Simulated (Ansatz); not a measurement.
# LaBPd3 (Pm-3m): Grüneisen parameters

Does LaBPd3 (Pm-3m) expand much on heating, by its phonons?

Program: Ansatz 0.2.0. Level of theory: DFT PBEsol, scalar-relativistic, plane waves, PAW; PAW set soft_1. Results are calculated unless marked as measured.

### 1. Set-up

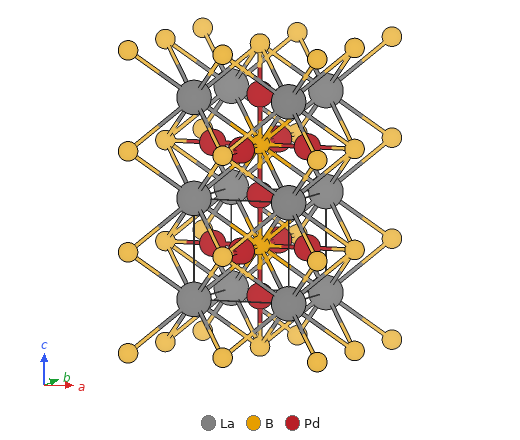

The cell as given, slightly off an axis (lanthanum grey, boron orange, palladium red). 1×1×2 cells are drawn. Some periodic images of atoms are drawn too.

Coordinates:

```cif
data_structure
_symmetry_space_group_name_H-M 'P 1'
_symmetry_Int_Tables_number 1
_cell_length_a 4.3479
_cell_length_b 4.3479
_cell_length_c 4.3479
_cell_angle_alpha 90.000
_cell_angle_beta 90.000
_cell_angle_gamma 90.000
_cell_volume 82.19
loop_
_atom_site_label
_atom_site_type_symbol
_atom_site_fract_x
_atom_site_fract_y
_atom_site_fract_z
_atom_site_occupancy
La1 La 0.00000 0.00000 0.00000 1
B2 B 0.50000 0.50000 0.50000 1
Pd3 Pd 0.00000 0.50000 0.50000 1
Pd4 Pd 0.50000 0.00000 0.50000 1
Pd5 Pd 0.50000 0.50000 0.00000 1
```

### 2. Phonons on a q mesh

The cell comes from relaxations at this level that are not shown. Stability and thermal properties need the whole zone. Linear response on a 4×4×4 q mesh gives force constants as far as a supercell of that size would.

The input, input.yaml:

```yaml
crystal:
  lattice:
    - [4.3478863627, 0.0, 0.0]
    - [0.0, 4.3478863627, 0.0]
    - [0.0, 0.0, 4.3478863627]
  atoms:
    - { symbol: La, position: [0.0, 0.0, 0.0] }
    - { symbol: B, position: [0.5, 0.5, 0.5] }
    - { symbol: Pd, position: [0.0, 0.5, 0.5] }
    - { symbol: Pd, position: [0.5, 0.0, 0.5] }
    - { symbol: Pd, position: [0.5, 0.5, 0.0] }
kpoints:
  mp_grid: { grid: [8, 8, 8] }
hamiltonian:
  xc: pbesol
  pseudopotentials: { kind: paw, azcp: { folder: soft_1 }, xc_functional: pbe }
scf:
  occupations: { method: methfessel_paxton, width: 0.2 }
output:
  eigenvalues: true
phonons:
  method: dfpt
  qmesh: [4, 4, 4]
  temperatures: { t_max: 1000, t_step: 50 }
  qpath:
    path:
      - [[0.0, 0.0, 0.0], [0.0, 0.5, 0.0], [0.5, 0.5, 0.0], [0.0, 0.0, 0.0], [0.5, 0.5, 0.5], [0.0, 0.5, 0.0]]
      - [[0.5, 0.5, 0.5], [0.5, 0.5, 0.0]]
    npoints: 10
```

Run with:

```sh
ansatz run input.yaml --threads 4 --pin off --max-ram 10240MiB --backend cpu --events-out ev --progress --plain --runs-dir out
```

Numbers of over 12 decimals in the logs are rounded to 6 here.

The program printed:

```text
Engine: ansatz 0.2.0, aarch64-unknown-linux-gnu
Pseudopotentials: kind: paw
Pseudopotential: La, paw, valence charge 11, recommended cutoff 420 eV (normal), soft_1/La.paw.azcp
Pseudopotential: B, paw, valence charge 3, recommended cutoff 420 eV (normal), soft_1/B.paw.azcp
Pseudopotential: Pd, paw, valence charge 18, recommended cutoff 420 eV (normal), soft_1/Pd.paw.azcp
Functional definition: PBEsol
  exchange = pbesol_x
  correlation = pbesol_c
Crystal: 5 atoms, lattice volume = 82.193 Å³
Basis set: ecut = 420 eV, 1575 PW (Γ), exchange–correlation on 60×60×60 points (8 copies of the dense FFT grid, shifted against one another)
Bands: 41, of which v1, the nominal top of the filled ones, is band 34 counted from 1 (33 counted from 0)
Symmetry: 48 space group operations
k-points: 35 of 512
Non-local potential: La, projectors of the file, l = 0: 3, l = 1: 2, l = 2: 2, l = 3: 3
Non-local potential: B, projectors of the file, l = 0: 2, l = 1: 2, l = 2: 1
Non-local potential: Pd, projectors of the file, l = 0: 2, l = 1: 2, l = 2: 2, l = 3: 1
PAW form: soft (Blöchl's): semilocal exchange-correlation on the pseudo side does not see the compensation charge
PAW frozen core: La, regenerated for the run's functional, and the local potential with it (the file was generated under x = pbe(κ = 0.804, μ = 0.219515), c = pbe(β = 0.066725))
PAW frozen core: B, regenerated for the run's functional, and the local potential with it (the file was generated under x = pbe(κ = 0.804, μ = 0.219515), c = pbe(β = 0.066725))
PAW frozen core: Pd, regenerated for the run's functional, and the local potential with it (the file was generated under x = pbe(κ = 0.804, μ = 0.219515), c = pbe(β = 0.066725))
PAW one-centre angular grid: La, 590 points (default); XC on 64 Gauss nodes
PAW one-centre angular grid: B, 110 points (default); XC on 64 Gauss nodes
PAW one-centre angular grid: Pd, 590 points (default); XC on 64 Gauss nodes
Initial density: superposition of atomic densities (chi_scale 0.1, normalization cell, long waves kept (reshape's long-wave potential 0.00 eV rms))
Initial wavefunctions: pseudopotential atomic-orbital guess
Functional: x = pbesol(κ = 0.804, μ = 0.123457), c = pbesol(β = 0.046)
SCF iter   1: F=—  HF=-27080.303880 eV  |F-HF|=—  |Δ(HF+E_count)|=         —  Δρ=1.11e0  dr2=1.74e3  ethr=3.10e-3  ⟨swp⟩=4.1  Hψ=4266  notcnv=0
preconditioner: auto → Kerker (q_TF=auto, 2.643 Å⁻¹)  [metal: Δε(μ)=0.015 eV  Ē_g=5.471 eV  σ=0.200 eV  W_gap=0.06  n_scr=26 (ndim 8)  ℏωp=26.5 eV  f_vac=0.000  D(μ)=10.18/eV (n_scr^D=146)]
SCF iter   2: F=—  HF=-27039.156356 eV  |F-HF|=—  |Δ(HF+E_count)|=    4.11e1  S|Δr|=    0.00e0  Δρ=1.91e-1  dr2=5.22e1  ethr=3.10e-3  ⟨swp⟩=5.8  Hψ=9251  notcnv=0
automatic band count: the SCF goes on with 48 bands, as 41 were too few: the levels above may hold too much charge
SCF iter   3: F=—  HF=-27037.796798 eV  |F-HF|=—  |Δ(HF+E_count)|=    1.36e0  S|Δr|=    0.00e0  Δρ=7.98e-2  dr2=8.97e0  ethr=3.10e-3  ⟨swp⟩=1.9  Hψ=2055  notcnv=0  defer=30
SCF iter   4: F=—  HF=-27037.389448 eV  |F-HF|=—  |Δ(HF+E_count)|=   4.07e-1  S|Δr|=    0.00e0  Δρ=4.30e-2  dr2=2.36e0  ethr=3.10e-3  ⟨swp⟩=2.0  Hψ=1864  notcnv=0  defer=33
SCF iter   5: F=—  HF=-27037.249611 eV  |F-HF|=—  |Δ(HF+E_count)|=   1.40e-1  S|Δr|=    0.00e0  Δρ=3.05e-2  dr2=1.14e0  ethr=3.10e-3  ⟨swp⟩=2.0  Hψ=1941  notcnv=0  defer=34
SCF iter   6: F=—  HF=-27037.111920 eV  |F-HF|=—  |Δ(HF+E_count)|=   1.38e-1  S|Δr|=    0.00e0  Δρ=1.83e-2  dr2=4.09e-1  ethr=1.68e-3  ⟨swp⟩=2.0  Hψ=2027  notcnv=0  defer=34
SCF iter   7: F=—  HF=-27037.027859 eV  |F-HF|=—  |Δ(HF+E_count)|=   8.41e-2  S|Δr|=    0.00e0  Δρ=8.23e-3  dr2=8.48e-2  ethr=6.02e-4  ⟨swp⟩=2.0  Hψ=2104  notcnv=0  defer=44
SCF iter   8: F=—  HF=-27037.001365 eV  |F-HF|=—  |Δ(HF+E_count)|=   2.65e-2  S|Δr|=    0.00e0  Δρ=7.49e-4  dr2=5.49e-4  ethr=1.25e-4  ⟨swp⟩=2.1  Hψ=2900  notcnv=0  defer=51
SCF iter   9: F=—  HF=-27037.001346 eV  |F-HF|=—  |Δ(HF+E_count)|=   1.92e-5  S|Δr|=    0.00e0  Δρ=6.01e-4  dr2=4.62e-4  ethr=8.07e-7  ⟨swp⟩=2.0  Hψ=2747  notcnv=0  defer=51
SCF iter  10: F=—  HF=-27037.001228 eV  |F-HF|=—  |Δ(HF+E_count)|=   1.19e-4  S|Δr|=    0.00e0  Δρ=2.72e-4  dr2=9.70e-5  ethr=6.80e-7  ⟨swp⟩=2.0  Hψ=1894  notcnv=0  defer=51
SCF iter  11: F=—  HF=-27037.001195 eV  |F-HF|=—  |Δ(HF+E_count)|=   3.23e-5  S|Δr|=    0.00e0  Δρ=9.56e-5  dr2=1.23e-5  ethr=1.43e-7  ⟨swp⟩=2.0  Hψ=2030  notcnv=0  defer=51
SCF iter  12: F=—  HF=-27037.001200 eV  |F-HF|=—  |Δ(HF+E_count)|=   5.12e-6  S|Δr|=    0.00e0  Δρ=2.01e-5  dr2=5.41e-7  ethr=1.81e-8  ⟨swp⟩=2.1  Hψ=2224  notcnv=0  defer=51
SCF iter  13: F=—  HF=-27037.001196 eV  |F-HF|=—  |Δ(HF+E_count)|=   4.07e-6  S|Δr|=    0.00e0  Δρ=4.10e-6  dr2=2.29e-8  ethr=7.96e-10  ⟨swp⟩=2.0  Hψ=2284  notcnv=0  defer=55
SCF iter  14: F=—  HF=-27037.001196 eV  |F-HF|=—  |Δ(HF+E_count)|=   6.96e-9  S|Δr|=    0.00e0  Δρ=2.72e-7  dr2=7.52e-11  ethr=3.37e-11  ⟨swp⟩=2.0  Hψ=2334  notcnv=0  defer=55
SCF iter  15: F=-27037.001196 eV  HF=-27037.001196 eV  |F-HF|=0.00e0  |Δ(HF+E_count)|=  2.91e-11  S|Δr|=    0.00e0  Δρ=4.76e-8  dr2=1.07e-12  ethr=1.00e-12  ⟨swp⟩=11.1  Hψ=7737  notcnv=0
SCF 1 converged in 15 iterations: F = -27037.001196 eV  dr2 = 1.07e-12
  greatest PAW one-centre occupation: 0.999 electrons in one spin orbital (limit 2), on the Pd atom at site 2 (counted from 0), in its partial waves of l = 0
Initial density: read from a saved state, or passed on in memory by an earlier SCF of this step, an earlier step, the calling program or the single point that the run made first
iter 1 solved again at ethr=2.79e-8 eV; its pass at ethr=3.10e-3 eV (dr2=1.90e-5 eV) is discarded
SCF iter   1: F=—  HF=-27037.001198 eV  |F-HF|=—  |Δ(HF+E_count)|=         —  Δρ=2.36e-7  dr2=2.63e-11  ethr=2.79e-8  ⟨swp⟩=4.2  Hψ=9760  notcnv=0
eigensolver tolerance schedule: the retry pair's looser diagonalisation over-reported the residual by 719680.14 of it (diagonalisation noise at an unbounded share of the residual, at the tolerance the schedule requests for it); recorded, not acted on — ethr = c·dr2/N_el stays at c = 1.0e-1
preconditioner: auto → Kerker (q_TF=auto, 2.643 Å⁻¹)  [metal: Δε(μ)=0.021 eV  Ē_g=7.271 eV  σ=0.200 eV  W_gap=0.09  n_scr=26 (ndim 8)  ℏωp=26.5 eV  f_vac=0.000  D(μ)=4.26/eV (n_scr^D=32)]
SCF iter   2: F=—  HF=-27037.001196 eV  |F-HF|=—  |Δ(HF+E_count)|=   1.28e-6  S|Δr|=    0.00e0  Δρ=1.40e-7  dr2=1.39e-11  ethr=1.00e-12  ⟨swp⟩=3.6  Hψ=3787  notcnv=0
SCF iter   3: F=-27037.001196 eV  HF=-27037.001196 eV  |F-HF|=1.09e-11  |Δ(HF+E_count)|=    0.00e0  S|Δr|=    0.00e0  Δρ=7.58e-8  dr2=3.82e-12  ethr=1.00e-12  ⟨swp⟩=3.5  Hψ=3376  notcnv=0
SCF 2 converged in 3 iterations: F = -27037.001196 eV  dr2 = 3.82e-12
  greatest PAW one-centre occupation: 0.999 electrons in one spin orbital (limit 2), on the Pd atom at site 3 (counted from 0), in its partial waves of l = 0
phonons: the bands overlap, so this run is a metal and interpolates without the dipole-dipole term. If the crystal is really an insulator or semiconductor, its LO-TO splitting is missing
NSCF: frozen V_eff on 35 k-points
NSCF: frozen V_eff on 125 k-points
DFPT response loops at q = (0, 0, 0) (fractional): preconditioner auto → Kerker (q_TF=auto, 2.643 Å⁻¹) (partly filled bands, converged f_vac=0.000); β = 1.00, the filter's whole step (`scf.mixing.beta` (0.50) is not read by the response loops under this deck's `scf.mixing.preconditioner`; to damp them name `kerker` or `kerker_dos`, under which they read `scf.mixing.beta`, and type it under 1.00, their step now; both keys bind the ground state too); Broyden in place of MSR1
NSCF: frozen V_eff on 400 k-points
DFPT response loops at q = (0, 0, 0.25) (fractional): mixed as the last ones told, above
NSCF: frozen V_eff on 250 k-points
DFPT response loops at q = (0, 0, -0.5) (fractional): mixed as the last ones told, above
NSCF: frozen V_eff on 640 k-points
DFPT response loops at q = (0, 0.25, 0.25) (fractional): mixed as the last ones told, above
NSCF: frozen V_eff on 400 k-points
DFPT response loops at q = (0, 0.25, -0.5) (fractional): mixed as the last ones told, above
NSCF: frozen V_eff on 250 k-points
DFPT response loops at q = (0, -0.5, -0.5) (fractional): mixed as the last ones told, above
NSCF: frozen V_eff on 1024 k-points
DFPT response loops at q = (0.25, 0.25, 0.25) (fractional): mixed as the last ones told, above
NSCF: frozen V_eff on 640 k-points
DFPT response loops at q = (0.25, 0.25, -0.5) (fractional): mixed as the last ones told, above
NSCF: frozen V_eff on 400 k-points
DFPT response loops at q = (0.25, -0.5, -0.5) (fractional): mixed as the last ones told, above
NSCF: frozen V_eff on 250 k-points
DFPT response loops at q = (-0.5, -0.5, -0.5) (fractional): mixed as the last ones told, above
SCF converged after 15 iterations
Stability not checked: this state was not tested for a lower state beside it, because cold or Methfessel-Paxton smearing, or corrected tetrahedra, fill the levels in a way that the test cannot read (fill_not_monotonic; see scf.lower_state_search)
Free energy (F): -27037.001196 eV
Harris-Foulkes:  -27037.001196 eV  (|F-HF|=0.00e0)
Internal energy: -27036.999476 eV  (E = F + TS)
E sigma→0 (E₀):  -27037.000766 eV
Entropy (-TS):   -0.001720 eV (-0.344 meV/atom)
Fermi energy:    16.894738 eV
--- Per-component energies (eV) ---
  E_band       = -571.254282
  E_kinetic    = 1582.954816
  E_local      = -7234.683686  (includes V_loc(G=0)·N_el)
  E_nonlocal   = 1213.148286
  E_hartree    = 2968.181262
  E_xc         = -589.588706
  E_vxc        = -710.166268  (∫ρ·V_xc dr)
  E_paw        = -16640.184274  (= ΣΔE_a)
  E_vpaw       = -1358.870586  (= ΣTr[D̂ρ^β])
  E_aug_tail   = 0.000658  (compensation charges beyond the density's cutoff)
  E_ewald      = -8337.919154
  E_core_change = 1.091323  (= ΣΔE_core)
  E_smearing   = -0.001720  (= −TS)
  E_closure    = -0.000000  (closes the sum)
  Σ components = -27037.001196   (vs F -27037.001196, Δ=0.00e0)
--- Band table (eV; the first three rows and the last of 35) ---
  k-point 0: bands = [... 30 lower, 15.1662, 15.1662, 15.5125, 15.5125, 15.5125, 18.6866, 18.6866, 18.8824, ... 10 higher]
  k-point 1: bands = [... 30 lower, 14.9934, 15.1664, 15.3547, 16.0931, 16.0931, 18.6572, 18.8626, 18.8866, ... 10 higher]
  k-point 2: bands = [... 30 lower, 14.7792, 14.9674, 15.1669, 16.6985, 16.6985, 18.5743, 18.8149, 18.9137, ... 10 higher]
  k-point 34: bands = [... 30 lower, 15.0128, 15.0128, 17.0110, 17.0110, 17.0110, 18.3190, 18.3190, 18.3190, ... 10 higher]
--- Phonons (Γ-DFPT): 4 representative perturbations + reference (Σ response iterations 14) ---
  ASR residual: 2.697e-5 → 0.000e0 eV/Å²; symmetrization residual: 7.535e-7 eV/Å²
  ASR residual per site (eV/Å²): 2.57e-5 1.86e-5 2.70e-5 2.70e-5 2.70e-5
  Γ frequencies (cm⁻¹): -58.72 -58.72 -58.72 0.00 0.00 0.00 79.29 79.29 79.29 122.23 122.23 122.23 431.58 431.58 431.58
--- Phonons (arbitrary-q DFPT): 10 irreducible q on the 4×4×4 mesh ---
  q = [0.0000, 0.0000, 0.0000] (star 1, of the zone-centre solve; hermiticity 1.92e-7, symmetrization 6.32e-12): -58.72 -58.72 -58.72 -0.00 0.00 0.00 79.29 79.29 79.29 122.23 122.23 122.23 431.58 431.58 431.58
  q = [0.0000, 0.0000, 0.2500] (star 6, 9 solved perturbations in 1560 linear systems a pass and spin channel, the states on 200 of 512 k-point pairs; hermiticity 7.24e-7, symmetrization 3.94e-12): -67.01 -67.01 -39.80 -39.80 13.43 72.36 73.83 73.83 101.92 116.24 116.24 118.18 425.33 425.33 468.04
  q = [0.0000, 0.0000, -0.5000] (star 3, 9 solved perturbations in 975 linear systems a pass and spin channel, the states on 125 of 512 k-point pairs; hermiticity 1.35e-7, symmetrization 1.94e-12): -76.34 -76.34 -67.12 -67.12 33.91 65.27 73.18 73.18 110.03 111.12 111.12 142.08 420.96 420.96 504.11
  q = [0.0000, 0.2500, 0.2500] (star 12, 9 solved perturbations in 2460 linear systems a pass and spin channel, the states on 320 of 512 k-point pairs; hermiticity 1.34e-7, symmetrization 3.52e-13): -71.51 -45.90 -43.58 -34.14 52.40 61.05 62.92 84.30 105.47 110.03 121.83 123.66 420.35 464.90 467.91
  q = [0.0000, 0.2500, -0.5000] (star 12, 15 solved perturbations on 200 of 512 k-point pairs; hermiticity 1.50e-7, symmetrization 1.20e-13): -71.35 -67.24 -60.60 -18.74 5.00 31.76 61.59 88.44 100.63 117.93 119.89 146.74 414.86 464.75 508.13
  q = [0.0000, -0.5000, -0.5000] (star 3, 9 solved perturbations in 975 linear systems a pass and spin channel, the states on 125 of 512 k-point pairs; hermiticity 1.93e-7, symmetrization 9.36e-13): -47.81 -47.50 -47.50 -45.04 -45.04 57.77 68.04 84.20 109.01 121.71 121.71 160.25 411.27 510.54 510.54
  q = [0.2500, 0.2500, 0.2500] (star 8, 4 solved perturbations in 1376 linear systems a pass and spin channel, the states on 512 of 512 k-point pairs; hermiticity 1.58e-7, symmetrization 1.38e-12): -64.08 -64.08 2.39 52.94 60.76 60.76 87.17 87.17 98.40 118.48 118.48 129.87 462.46 462.46 469.26
  q = [0.2500, 0.2500, -0.5000] (star 12, 9 solved perturbations in 2460 linear systems a pass and spin channel, the states on 320 of 512 k-point pairs; hermiticity 2.31e-7, symmetrization 1.54e-12): -67.92 -38.72 8.94 42.48 56.01 60.91 89.39 97.11 108.33 119.59 120.02 151.45 460.39 470.39 509.21
  q = [0.2500, -0.5000, -0.5000] (star 6, 9 solved perturbations in 1560 linear systems a pass and spin channel, the states on 200 of 512 k-point pairs; hermiticity 1.79e-7, symmetrization 3.15e-13): -47.05 -47.05 -30.19 20.20 20.20 66.58 95.43 110.74 115.56 122.20 122.20 164.74 462.32 509.03 509.03
  q = [-0.5000, -0.5000, -0.5000] (star 1, 4 solved perturbations in 350 linear systems a pass and spin channel, the states on 125 of 512 k-point pairs; hermiticity 1.48e-7, symmetrization 3.02e-12): -53.09 -53.09 -53.09 69.51 69.51 69.51 112.90 112.90 123.74 123.74 123.74 180.50 513.54 513.54 513.54
  sum rule: each row above includes the acoustic sum rule's correction from the zone centre's row sums; it moved no ω² by more than (0.68 cm⁻¹)²
  mesh force constants: q→R imaginary residual 1.42e-18; ASR residual 2.697e-5 → 0.000e0 eV/Å²; symmetrization residual 1.155e-14 eV/Å²
  interpolated dispersion: 62 rows × 15 modes
  density of states and harmonic sums: on the 16×16×16 q-mesh, interpolated from the force constants of a 4×4×4 supercell (no non-analytic term)
  largest difference from the sums on the solved wave vectors: F 5.78e-2 eV, S 5.99e-5 and C_V 2.09e-6 eV/K
  zero-point energy: 0.133495 eV/cell   skipped modes (ω ≤ 0): 577, of them read as no rigid motion or as one in doubt: 574 (3.367e0 modes/cell left out, lowest -77.42 cm⁻¹)   left out of the sums: 2.25e-1 of the cell's modes: C_V's classical limit lies that fraction below 3 k_B per atom; for a crystal, a wire or a layer, F and S can be off by more, and a phonons.interpolated_qmesh denser along its periods is the remedy for the sampling
```

Wall time 32 min (4 threads of Arm Neoverse V1, shared host); peak memory 4.3 GiB.

Numbers from this step:

* volume per atom: 16.44 Å³
* gap on the k-mesh: 0 eV
* sum-rule residual before enforcement: 2.70e-5 eV/Å²
* lowest frequency on the path: -77.57 cm⁻¹
* point group: m-3m
* highest frequency on the path or at a solved wavevector: 513.5 cm⁻¹
* highest optical mode at the zone centre (no LO-TO term): 431.6 cm⁻¹
* lowest optical zone-centre mode: -58.72 cm⁻¹
* lowest mode on the q mesh (acoustic modes at Γ apart): -76.34 cm⁻¹

Frequencies (cm⁻¹) solved at each irreducible wavevector; negative means imaginary. Frequencies by wavevector, by row:

| q in reciprocal lattice units | star | mode 1 | mode 2 | mode 3 | mode 4 | mode 13 | mode 14 | mode 15 |
| --- | --- | --- | --- | --- | --- | --- | --- | --- |
| 0 0 0 | 1 | -58.7 | -58.7 | -58.7 | 0 | 431.6 | 431.6 | 431.6 |
| 0 0 0.25 | 6 | -67 | -67 | -39.8 | -39.8 | 425.3 | 425.3 | 468 |
| 0 0 -0.5 | 3 | -76.3 | -76.3 | -67.1 | -67.1 | 421 | 421 | 504.1 |
| 0 0.25 0.25 | 12 | -71.5 | -45.9 | -43.6 | -34.1 | 420.4 | 464.9 | 467.9 |
| 0 0.25 -0.5 | 12 | -71.3 | -67.2 | -60.6 | -18.7 | 414.9 | 464.8 | 508.1 |
| 0 -0.5 -0.5 | 3 | -47.8 | -47.5 | -47.5 | -45 | 411.3 | 510.5 | 510.5 |
| 0.25 0.25 0.25 | 8 | -64.1 | -64.1 | 2.4 | 52.9 | 462.5 | 462.5 | 469.3 |
| 0.25 0.25 -0.5 | 12 | -67.9 | -38.7 | 8.9 | 42.5 | 460.4 | 470.4 | 509.2 |
| 0.25 -0.5 -0.5 | 6 | -47 | -47 | -30.2 | 20.2 | 462.3 | 509 | 509 |
| -0.5 -0.5 -0.5 | 1 | -53.1 | -53.1 | -53.1 | 69.5 | 513.5 | 513.5 | 513.5 |

Symmetry leaves 10 wavevectors to solve. The lowest mode among them, the acoustic zeros apart, lies at q = (0, 0, -0.5) and is imaginary, 76.3i cm⁻¹, so the energy falls along it.

### 3. Relaxing at another volume, volume ratio 0.97

The volume is scaled by 0.97 and held; symmetry leaves nothing to relax, so this is a single point. The modes can then be followed against volume.

input.yaml, the sections that differ from step 2:

```yaml
crystal:
  lattice:
    - [4.3039653157, 0.0, 0.0]
    - [0.0, 4.3039653157, 0.0]
    - [0.0, 0.0, 4.3039653157]
  atoms:
    - { symbol: La, position: [0.0, 0.0, 0.0] }
    - { symbol: B, position: [0.5, 0.5, 0.5] }
    - { symbol: Pd, position: [0.0, 0.5, 0.5] }
    - { symbol: Pd, position: [0.5, 0.0, 0.5] }
    - { symbol: Pd, position: [0.5, 0.5, 0.0] }
output:
  forces: true
  stress: true
  eigenvalues: true
# kpoints, hamiltonian, scf: as in step 2
# phonons: removed
```

The program printed:

```text
[...]
Crystal: 5 atoms, lattice volume = 79.727 Å³
Basis set: ecut = 420 eV, 1551 PW (Γ), exchange–correlation on 60×60×60 points (8 copies of the dense FFT grid, shifted against one another)
Bands: 41, of which v1, the nominal top of the filled ones, is band 34 counted from 1 (33 counted from 0)
Symmetry: 48 space group operations
[...]
k-points: 35 of 512
[...]
k-point 0: bands = [... 30 lower, 15.7826, 15.7826, 16.1002, 16.1002, 16.1002, 19.4062, 19.4062, 19.6089, ... 10 higher]
  k-point 1: bands = [... 30 lower, 15.5976, 15.7828, 15.9572, 16.7164, 16.7164, 19.3723, 19.5883, 19.6127, ... 10 higher]
  k-point 2: bands = [... 30 lower, 15.3704, 15.5779, 15.7833, 17.3427, 17.3427, 19.2766, 19.5403, 19.6399, ... 10 higher]
  k-point 34: bands = [... 30 lower, 15.6196, 15.6196, 17.6941, 17.6941, 17.6941, 19.0287, 19.0287, 19.0287, ... 10 higher]
[key lines of the parts left out:]
SCF converged after 12 iterations
Free energy (F): -27036.965840 eV
Fermi energy:    17.567741 eV
P = ⅓ Tr σ = 4.7296 GPa (47.296 kbar)
```

Wall time 3.2 s (4 threads); peak memory 0.47 GiB; 12 s of CPU time.

Numbers from this step:

```
pressure        : 4.730 GPa
volume per atom : 15.95 Å³
```

The run ends at a pressure of 4.73 GPa.

[end of part 1 of 2]

[Logs are printed without paths, hosts, clocks, repeated set-up lines and the standing remarks that a program may print on its own settings, such as how far it seeks lower states.]

[Hosts, paths, dates, database ids (printed as entryN), source tags and the programs' standing remarks are cut or masked in the printed files.]
